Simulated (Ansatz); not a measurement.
# Direct or indirect: PbS (Fm-3m)

Space group Fm-3m (No. 225). a = 5.931 Å, b = 5.931 Å, c = 5.931 Å, α = 90.00°, β = 90.00°, γ = 90.00°
```csv
atom,site,symmetry,x,y,z
Pb,4a,m-3m,0.0000,0.0000,0.0000
S,4b,m-3m,0.5000,0.0000,0.0000
```

Method: Ansatz, PBE, independent particles, without spin-orbit coupling, line width 0.1 eV (Gaussian). The band structure gives a fundamental gap of 0.36 eV. The spectrum of vertical transitions near the edge:

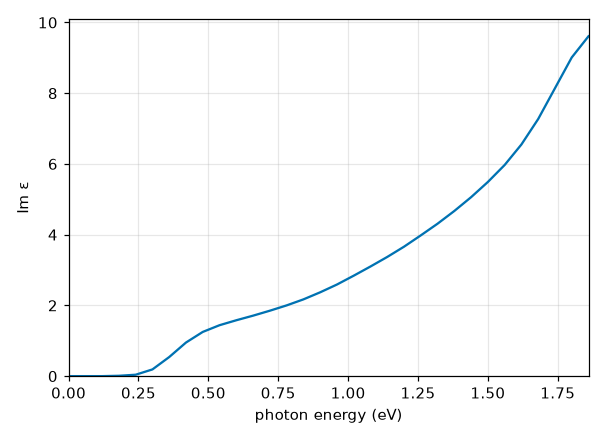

(1) Is the gap direct or indirect, and about where do vertical transitions set in?

## Answers

(1) Direct: the band path has its least direct gap at the fundamental one, 0.36 eV, and the curves rise from there. Lines are broadened by 0.1 eV, which spreads the edge.

[Logs are printed without paths, hosts, clocks, repeated set-up lines and the standing remarks that a program may print on its own settings, such as how far it seeks lower states.]
